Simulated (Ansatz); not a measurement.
**Run report: C$_{2}$H$_{9}$ClSi$_{3}$, geometry relaxation (part 3 of 3)**

The same run, continued: C$_{2}$H$_{9}$ClSi$_{3}$; RKS B3LYP-D4/STO-3G (Ansatz 0.2.0). The run did not end well. It belongs to a series of runs on one base structure; here: start relaxed.

Geometry of the input (Å):
```
Si -1.0548  -1.8609  0.2328
Si 0.1704  -0.1725  -0.8792
C  1.8612  -0.2436  -0.1935
Cl 2.8472  -1.5486  -1.0018
C  -0.5874  1.4248  -0.9499
Si -0.7503  1.8767  0.7742
H  -0.6535  -3.1548  -0.2554
H  -2.5025  -1.6016  -0.1103
H  -0.8786  -1.7117  1.7303
H  2.4496  0.6803  -0.3456
H  1.9036  -0.4449  0.9164
H  -1.5270  1.4430  -1.4455
H  -0.0564  2.1889  -1.5173
H  0.5001  2.0206  1.5339
H  -1.7435  1.0534  1.5401
```

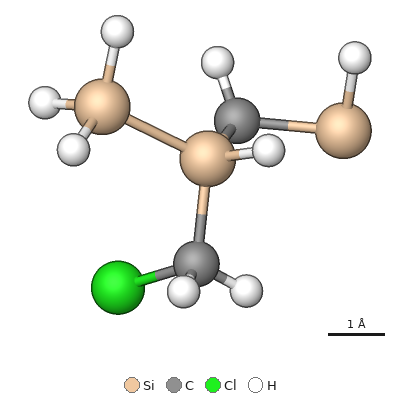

Figure 1. The geometry at step 40 of the log (ball-and-stick view, seen at a tilt).

### Trajectory as extended XYZ, continued
```
15
Properties=species:S:1:pos:R:3:forces:R:3 step=37 energy=-37940.52263
Si   -0.9181   -1.9632    0.3702   -0.0004   0.0486   0.0223
Si    0.0536    0.0764    0.4089    0.0094  -0.0159   0.0201
C     1.9287   -0.0730    0.1642    0.0353  -0.0325  -0.0615
Cl    2.3247   -0.8616   -1.4746   -0.0105   0.0336   0.0599
C    -0.6116    1.2807   -0.8880   -0.0311   0.0386  -0.0665
Si   -0.6487    2.9960   -0.0625   -0.0574  -0.0913  -0.0129
H    -0.9441   -2.4987   -0.9689   -0.0051  -0.0156  -0.0205
H    -2.2772   -1.8665    0.8503   -0.0005  -0.0136  -0.0065
H    -0.2021   -2.8829    1.2236    0.0030  -0.0026   0.0011
H     2.4389    0.9057    0.1541   -0.0124  -0.0116   0.0061
H     2.4163   -0.7054    0.9260   -0.0084   0.0136  -0.0066
H    -1.5980    0.9299   -1.2243    0.0723   0.0357   0.0271
H     0.0681    1.2300   -1.7518   -0.0685   0.0113   0.0815
H    -0.0764    0.6677    1.7301   -0.0014  -0.0069  -0.0024
H    -1.9759    2.7139    0.5719    0.0756   0.0087  -0.0413
15
Properties=species:S:1:pos:R:3:forces:R:3 step=40 energy=-37940.52525
Si   -0.8971   -2.0064    0.3453   -0.0267  -0.0624  -0.0568
Si    0.0189    0.0576    0.4208    0.0107  -0.0004   0.0190
C     1.9014   -0.0417    0.1991   -0.0194   0.0325   0.0391
Cl    2.3470   -0.8123   -1.4298    0.0049  -0.0082  -0.0278
C    -0.6541    1.2535   -0.8805   -0.0035   0.0846  -0.0884
Si   -0.4946    3.0200   -0.1721   -0.1033  -0.2065  -0.0463
H    -0.9544   -2.4917   -1.0161   -0.0011   0.0096   0.0766
H    -2.2449   -1.9691    0.8697    0.0490  -0.0046  -0.0191
H    -0.1307   -2.9443    1.1382   -0.0286   0.0634  -0.0346
H     2.3803    0.9525    0.2014    0.0047  -0.0081  -0.0053
H     2.3944   -0.6583    0.9697   -0.0008  -0.0055  -0.0015
H    -1.6911    0.9672   -1.1192    0.1510   0.0528   0.0321
H    -0.0502    1.1028   -1.7908   -0.1085   0.0168   0.1471
H    -0.1453    0.6278    1.7464    0.0008   0.0069  -0.0102
H    -1.8016    2.8915    0.5470    0.0709   0.0292  -0.0239
```

### Outcome

```tsv
quantity	value
outcome	not converged
hardware	1 thread of Intel Xeon (Granite Rapids), 96 GiB of memory available, shared host
wall time	1.7 min
peak memory	0.15 GiB
```

### What went wrong

The run did not converge: “geometry relaxation did not converge after 40 steps: max|allowed force component| = 2.07e-1 eV/Å (threshold 2.0e-2). Raise `relax.max_steps` over both its present limit and 40, loosen `relax.f_tol`, or start from a geometry closer to equilibrium …” Its last values are not results.
